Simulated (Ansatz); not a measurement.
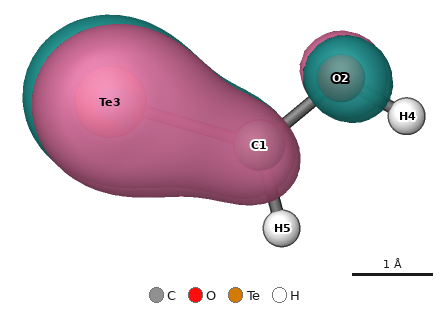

*CH2OTe (SMILES OC=[Te]). The HOMO−1 at ±0.15 Å⁻³ᐟ² (teal and pink are the two phases), seen across its widest extent.*

Geometry: r2SCAN-D4/def2-TZVP; core potentials replace the inner electrons of Te.

The calculation used isolated molecule in a Gaussian basis; Kohn-Sham density functional theory, functional PBE0 in Ansatz.

```xyz
5

C    -2.8419   -0.2200    2.4536
O    -3.1641    0.1354    1.2096
Te   -2.0031    0.9928    3.7636
H    -3.5635   -0.6138    0.7407
H    -3.0795   -1.2553    2.7064
```

What is the character of this orbital?

Its weight (Hirshfeld) is mainly on Te3 (about 65 %), C1 (about 20 %) and O2 (about 10 %); it changes sign across the molecular plane (π type); π-bonding across C1–Te3; π-antibonding (a node) across C1–O2. Its energy is −6.82 eV.
